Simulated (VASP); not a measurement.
Band structure of RuN (relaxed from the rock salt structure, space group Fm-3m). All values below come from PBEsol GGA, VASP's PBE PAW potentials (set 64) (plane waves; VASP 6.6.1).

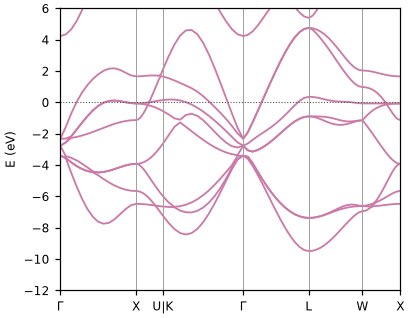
Fig. 1. Bands along high-symmetry lines, zero at the valence-band maximum or, without a gap, the Fermi level

Task: Read the plot: is there a gap, and where are the band edges?

Result: It has no gap at this level: it comes out as a metal or semimetal. (Edges off the drawn lines would not show.)

The structure was generated: RuN was put into the rock salt type (Fm-3m), which need not be its known phase. It was relaxed first, which changed the volume by -25 %. The electron count is odd and the run is not spin-polarised, which forces a metal.
